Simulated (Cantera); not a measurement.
Feed: 1 mol V₂O₅, 82 mol H₂, 0.044 mol H₂O, equilibrated at 4.90 mbar.

These are equilibrium values from Cantera (NASA tables, ideal gas, pure condensed phases), not measurements of a reactor. Candidate condensed phases: H₂O, V, VO, V₂O₃, V₂O₄, V₂O₅; 12 gas species. Mutual solubility and eutectic melting of coexisting phases are not modelled. VO: taken at fixed stoichiometry. Condensed phases not in the tables: the oxides between V₂O₃ and V₂O₅ other than VO₂. Kinetics and transport are ignored.

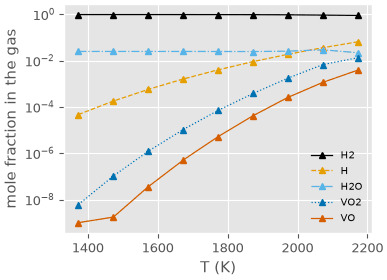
Figure. Equilibrium gas composition (values under 1e-9 drawn at 1e-9)

Read off the mole fractions at 1773 K.

H₂ about 0.97, H₂O about 0.025, H about 0.0040, VO₂ about 7.1e-5, VO about 5.2e-6.
